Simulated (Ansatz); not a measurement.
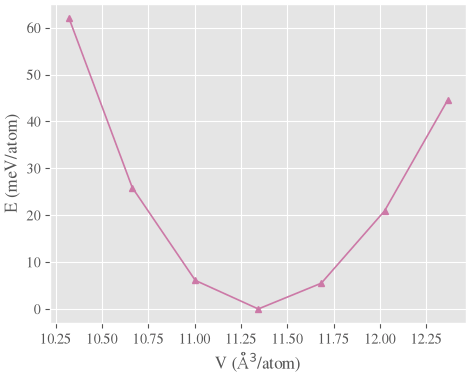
Figure: AlNi₃ (Cu3Au type, Pm-3m) under volume change, the program Ansatz at the PBE level (PAW), scaled uniformly.

Problem. What does a third-order Birch–Murnaghan fit give for V₀, B₀ and B′?

Solution. V₀ = 11.34 Å³/atom, B₀ = 182 GPa, B′ = 4.6.

Symmetry was held in the PBE relaxation. The final state is ferromagnetic, the only order run, not a proven ground state.

Potentials: the later of the program's two PAW sets.
